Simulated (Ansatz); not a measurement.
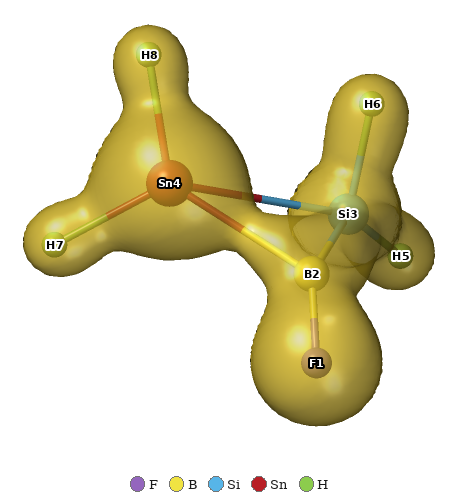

Figure. BFH$_{4}$SiSn (SMILES F[B]1[SiH2][SnH2]1). Isosurface of the electron density at 0.5 e/Å³ (yellow), seen at a tilt.

Geometry: PBE0-D4/def2-TZVP; core potentials replace the inner electrons of Sn.

Level of theory: RKS PBE0-D4/def2-TZVPP in Ansatz 0.2.0.

```
atom    x (Å)    y (Å)    z (Å)
   F   2.4159  -0.7320   0.5255
   B   1.1840  -0.2812   0.5977
  Si   0.1915   1.3301   0.1750
  Sn  -0.6296  -1.1616  -0.3878
   H   0.5977   2.6567  -0.3706
   H  -0.9477   1.4342   1.1247
   H  -0.4599  -2.0838  -1.8193
   H  -2.2596  -1.2195   0.0990
```

How is the density connected at this value?

Answer. At this value the surface is in one piece. It bridges the sampled B–F (1.31 Å), Si–B (1.94 Å) and Sn–B (2.24 Å) contacts, where the density stays above the isovalue. It is pinched off along the sampled Si–Sn (2.68 Å) contacts. On the grid the lowest density along these lines, outside the cores, is 1.6 e/Å³ (B–F, 1.31 Å), 0.75 e/Å³ (Si–B, 1.94 Å), 0.58 e/Å³ (Sn–B, 2.24 Å) and 0.36 e/Å³ (Si–Sn, 2.68 Å).
